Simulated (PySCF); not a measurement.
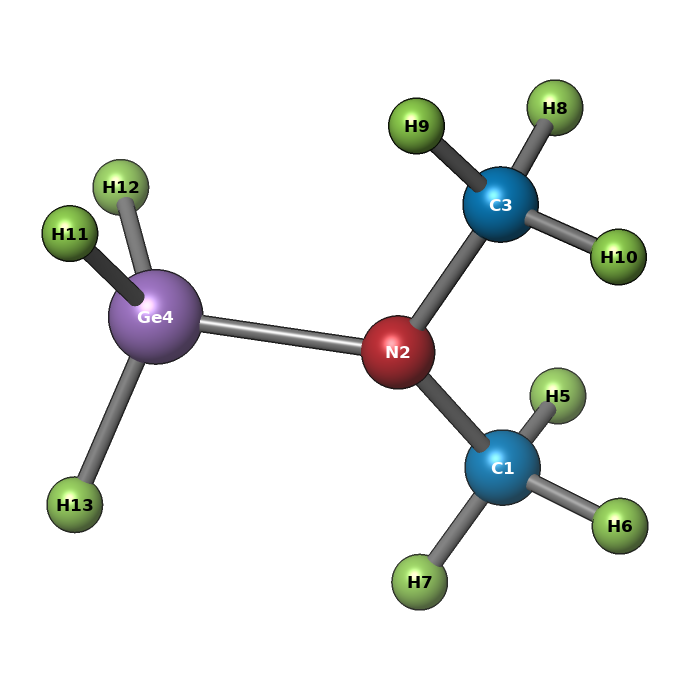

The computed structure is the end point of a PBE0-D3(BJ)/def2-SVP optimisation. No frequency run is at hand to confirm it as a minimum. Properties computed with B3LYP/pcJ-1 (pcSseg-1 on Ge) indirect spin-spin coupling, non-relativistic, gas phase (PySCF 2.14.0). Isotopes: 13C, 1H, 15N.

Give the spin–spin coupling constants of these pairs, with the number of bonds between them: C1/N2, N2/C3, N2/H9, N2/H7, N2/H12, N2/H11, N2/H13, N2/H6.

```csv
pair,bonds apart,J (Hz)
"C1, N2",1,−7.5
"N2, C3",1,−7.4
"N2, H9",2,−2.1
"N2, H7",2,−2.0
"N2, H12",2,−1.1
"N2, H11",2,−8.3
"N2, H13",2,−7.9
"N2, H6",2,−2.4
```
